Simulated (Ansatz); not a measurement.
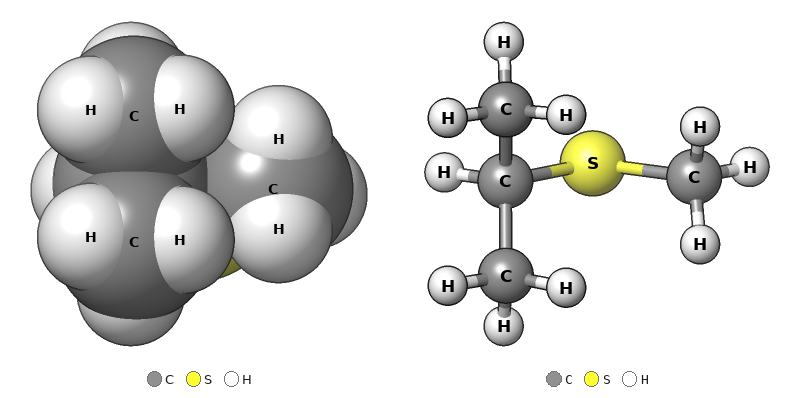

The same structure drawn twice, from different directions.

The geometry was computed by an optimisation with PBE0-D4/def2-TZVP.

Describe the molecule.

The molecule is C4H10S. Its SMILES string is `CSC(C)C`. It has no ring. Among its groups: thioether. This geometry has Cs symmetry. Coordination: 4 C tetrahedral; 1 S bent.

The parts below concern this one geometry. Atoms keep their numbers from picture to picture.

### Shape

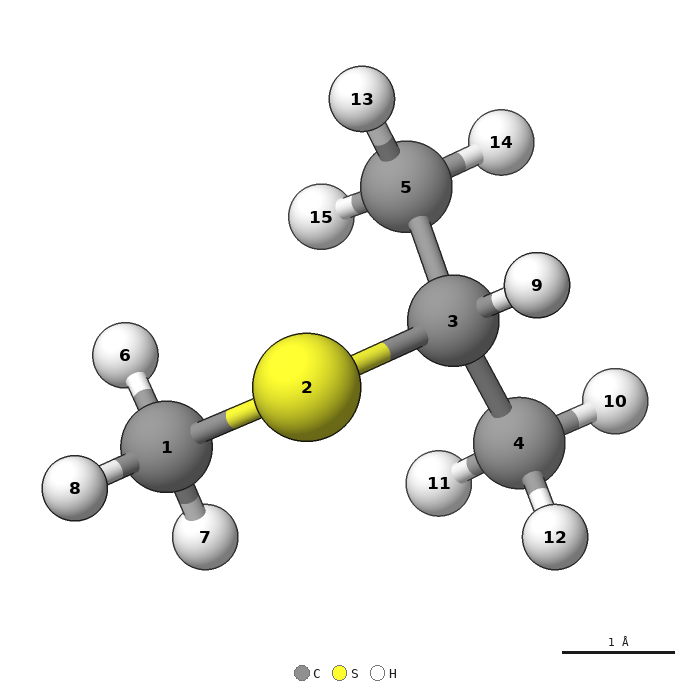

Atoms carry their numbers in the input.

Which atoms are bonded, and how long are the bonds?

```csv
bond,length (Å),order
C1–S2,1.797,single
C1–H6,1.091,single
C1–H7,1.091,single
C1–H8,1.091,single
S2–C3,1.819,single
C3–C4,1.519,single
C3–C5,1.519,single
C3–H9,1.095,single
C4–H10,1.094,single
C4–H11,1.093,single
C4–H12,1.091,single
C5–H13,1.091,single
C5–H14,1.094,single
C5–H15,1.093,single
```

### Electronic properties

Method: RKS PBE0-D4/def2-TZVPP (Ansatz 0.2.0).

Question: Estimate the dispersion correction.

Answer: −26.7 kJ/mol.

Question: What is the LUMO energy (Kohn–Sham orbital)?

Answer: 0.97 eV.

Question: What is the HOMO energy (Kohn–Sham orbital)?

Answer: −6.19 eV.

### Vibrations

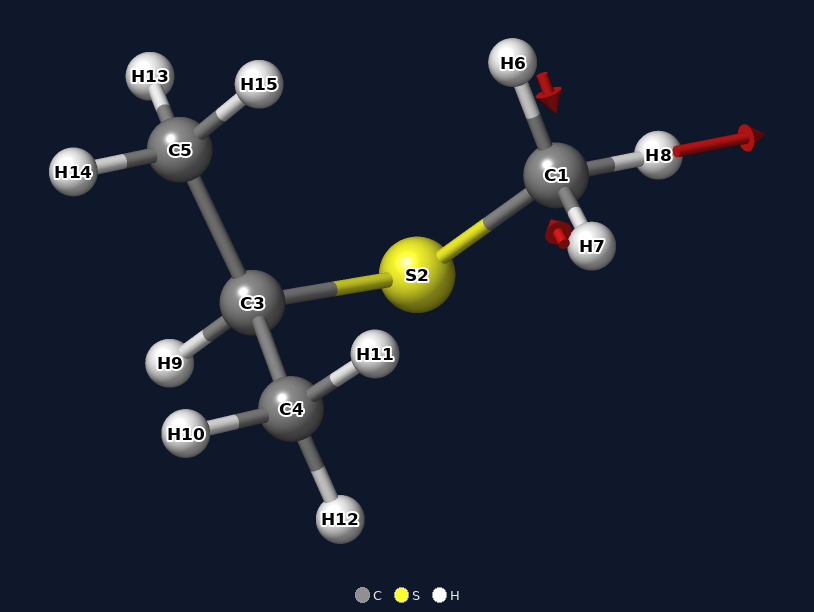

The arrows show one normal mode. Harmonic vibrations computed with RKS PBE0-D4/def2-TZVP (Ansatz 0.2.0) at a stationary point of the same level.

Question: What kind of motion is it?

Answer: Mostly C–H stretching.

Question: Estimate its harmonic wavenumber.

Answer: 3150 cm⁻¹; it is mode 39 of 39 counted from the lowest.

### Dipole moment

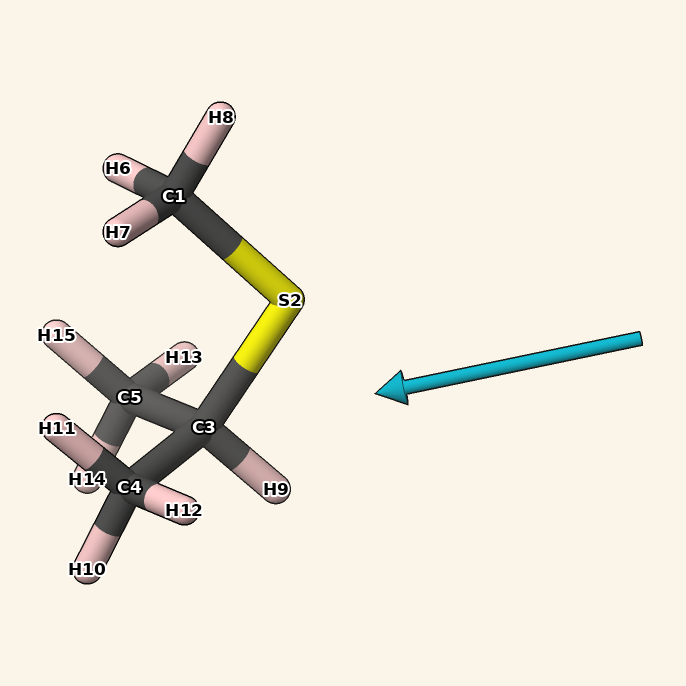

The arrow beside the molecule shows the direction of the dipole moment, from the negative to the positive end (its length means nothing). Properties computed with RKS PBE0-D4/def2-TZVP (Ansatz 0.2.0).

Question: Estimate the dipole moment.

Answer: 1.60 D; it points from the side of S2 to the side of H10, H11, H14, H15 (the outermost atoms at the two ends).
